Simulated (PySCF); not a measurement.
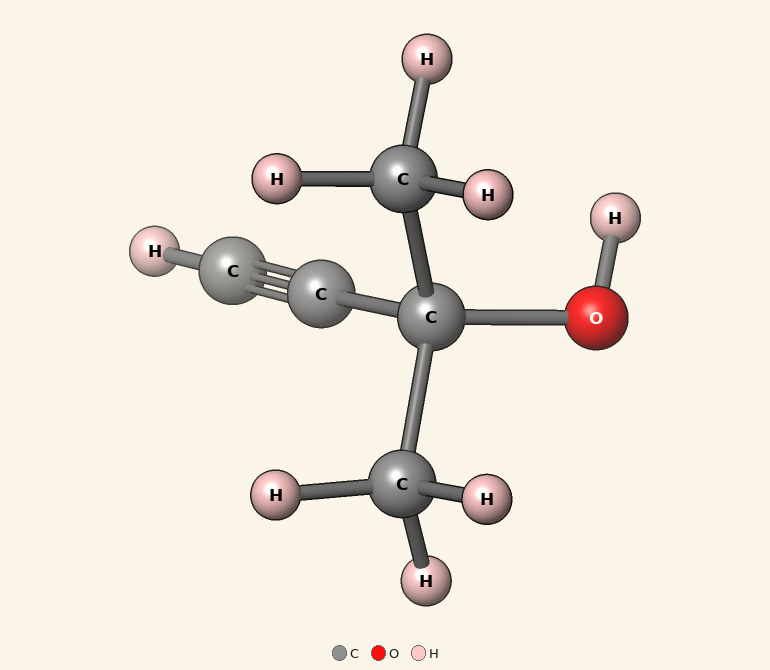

Orthographic view. Depth is shown by fading: the farther an atom, the more it takes the colour of the background. The computed structure is the end point of a PBE0-D3(BJ)/def2-SVP optimisation. No frequency run is at hand to confirm it as a minimum.

> Give the standard InChI.

InChI=1S/C5H8O/c1-4-5(2,3)6/h1,6H,2-3H3
